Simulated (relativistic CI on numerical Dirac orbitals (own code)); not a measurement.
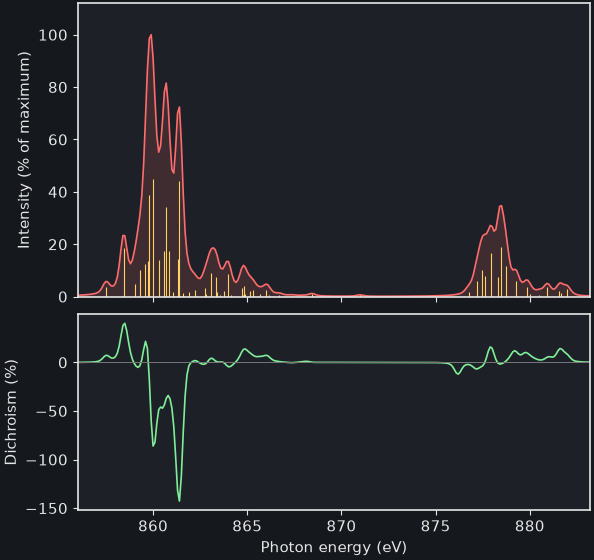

L₂,₃ X-ray absorption of Ni⁴⁺, [Ar] 3d⁶, in a field of Td symmetry with 10Dq = −5,000 cm⁻¹. Sticks are the strongest transitions, on a scale of their own. Multiplet model: relativistic Dirac–Coulomb–Breit theory, one configuration a step, Slater integrals scaled by 0.7, 10 K, Voigt broadening (Lorentzian 0.24 eV, Gaussian 0.3 eV full widths), computed with a radial Dirac CI code. Dichroism is for the ground state at zero temperature, magnetised by an exchange field of 10 meV on Sz.

Question: What does the spectrum show?

Answer: The main maxima lie at 858.4 eV (23), 859.9 eV (100), 860.7 eV (82), 861.4 eV (72), 863.2 eV (19), 864.0 eV (13), 864.8 eV (12), 877.9 eV (27) and 878.5 eV (35), heights in % of the largest; the centroid is at 864.9 eV. The lower edge holds 0.77 of the intensity (branching ratio, edges parted at 874 eV), and the core spin-orbit splitting of the orbitals is 18.1 eV. The ground state has S = 2.00. The circular dichroism (Δm = −1 less Δm = +1) is largest at 861.4 eV, −143 % of the isotropic maximum; its integrals over the lower and upper edge are −0.098 and 0.024 of the sum over the three polarisations. The magnetised ground state has ⟨Lz⟩ = −0.58 and ⟨Sz⟩ = −1.90.

Known limits: free-ion energies, so absolute edge positions are off by a few eV from solids.
